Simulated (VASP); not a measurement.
Data:

```xyz
1
Lattice="0.0000 2.4750 2.4750 2.4750 0.0000 2.4750 2.4750 2.4750 0.0000" Properties=species:S:1:pos:R:3 pbc="T T T"
Pb     0.0000     0.0000     0.0000
```

Level of theory: PBE GGA with D4 dispersion, VASP's PBE PAW potentials (set 64) (plane waves; VASP 6.6.1). Settings: 520 eV cut-off, 14×14×14 Γ-centred mesh, tetrahedra with Blöchl corrections, potentials Pb_d.

Unless said otherwise, spin-orbit coupling is left out, though it shifts the bands of the heavy elements here.

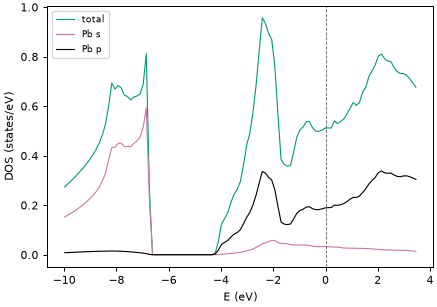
Fig. 1. Total and projected density of states, zero at the Fermi level

Within 2 eV below the Fermi level the largest weight inside VASP's projection spheres is Pb p, then Pb s.

It has no gap at this level: it comes out as a metal or semimetal.

The compound is Pb in the fcc structure. The cell was not relaxed at this level.
